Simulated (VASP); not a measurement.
Energy against volume of Ta (bcc). Level of theory: revTPSS meta-GGA, VASP's PBE PAW potentials (set 64) (plane waves; VASP).

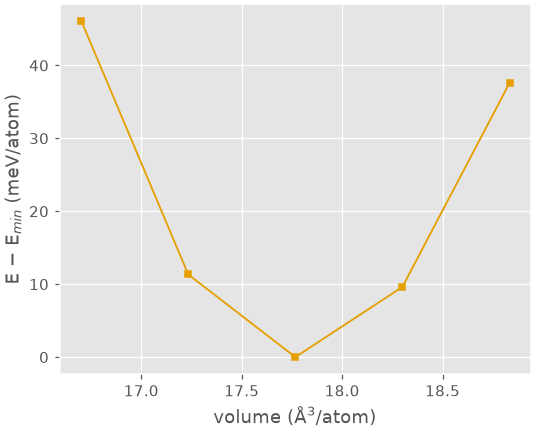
Figure. Energy against volume

**Question.** Estimate the equilibrium volume and the bulk modulus.

**Answer.** The minimum lies near 17.8 Å³/atom, and the curvature gives B0 of about 210 GPa.

Measured: bulk modulus 198 GPa at 0 K (computed value off by +5.1 %), as given by H. Levämäki et al., Physical Review B (2014), arXiv:1402.3671 [corrected for temperature and zero-point phonon effects]; a 3.299 Å at 0 K (computed value off by -0.3 %), as given by Daniel Mejia-Rodriguez et al., Physical Review B (2018), arXiv:1807.09216 [static lattice: zero-point anharmonic expansion removed].

The compound is Ta in the bcc structure. It was relaxed first.
